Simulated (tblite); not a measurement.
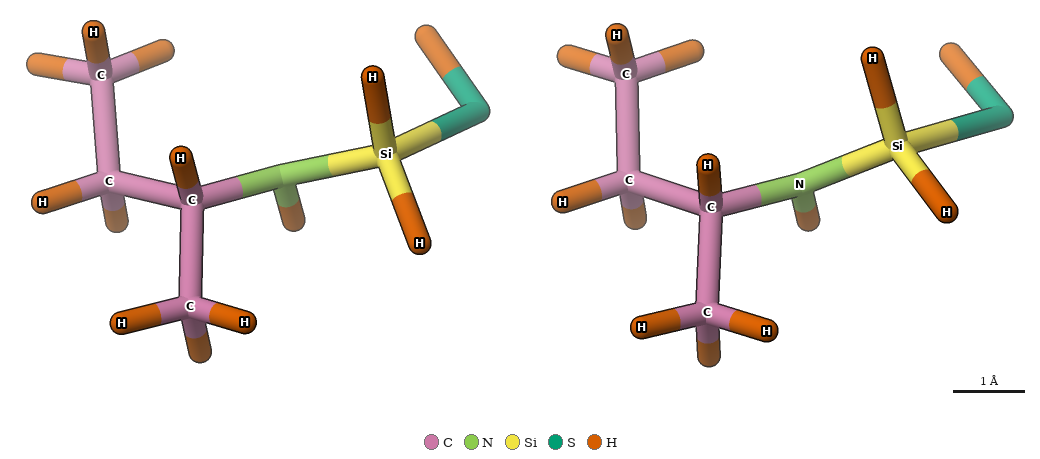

Two geometries of C4H13NSSi, drawn at one scale. One is the start of a relaxation, the other its converged end. Style: stick. Shown at a tilt.

All numbers below come from GFN2-xTB geometry optimisation, gas phase in tblite. 

Question: Which geometry has the lower energy?

Answer: The right one is the relaxed one. Over 113 geometry steps the energy falls by 5.00 kcal/mol. The atom that moves furthest after the best rigid fit is an H atom (0.56 Å). Largest moves by element: H 0.56 Å, Si 0.17 Å, N 0.13 Å, S 0.13 Å, C 0.13 Å. Some distances before and after: C–C 1.552 → 1.529 Å, H–S 1.346 → 1.323 Å, H–Si 1.482 → 1.459 Å, S–Si 2.130 → 2.150 Å. Bond angles that change, for instance: Si–N–H 108.3° → 119.4°, N–Si–H 108.4° → 118.9°, S–Si–H 110.2° → 102.9°. Cost: 1.5 s on 1 thread of Arm Neoverse N1 (shared host).
